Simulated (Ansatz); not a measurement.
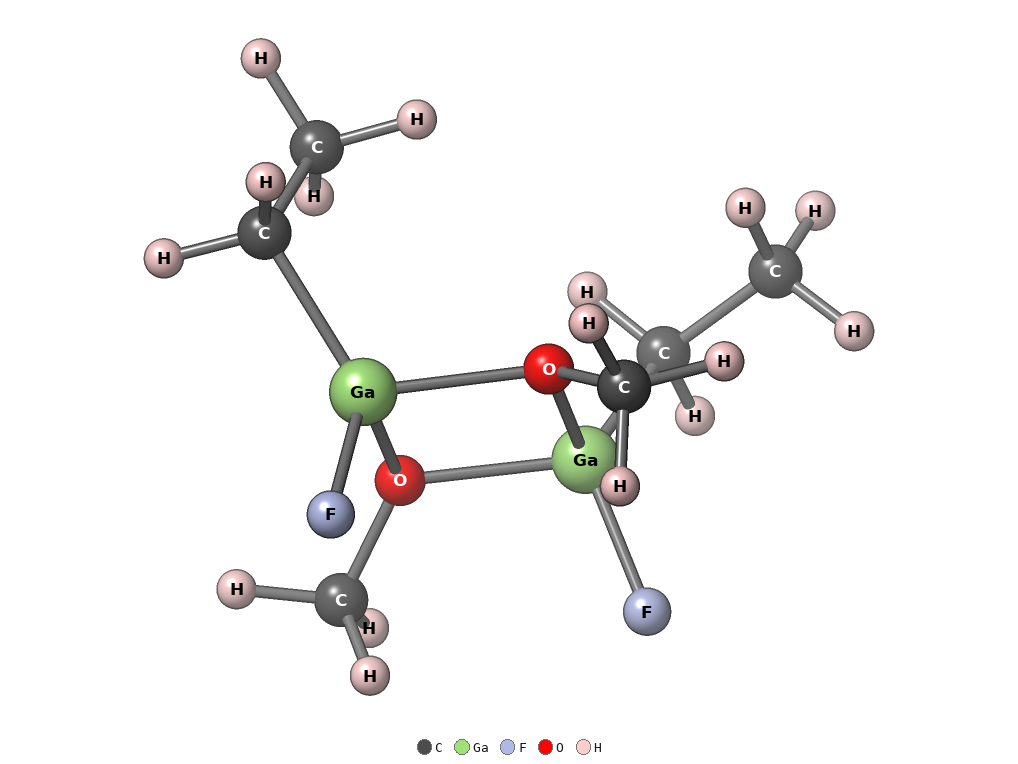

Distant atoms are faded towards the background colour. Computed geometry: PBE0-D4/def2-TZVP optimisation. No frequency run is at hand to confirm it as a minimum.

Q: List the symmetry elements and name the point group.

A: It has no symmetry element but the identity, so the point group is C1. The group has 1 operation. The geometry is chiral, and symmetry allows a dipole moment.
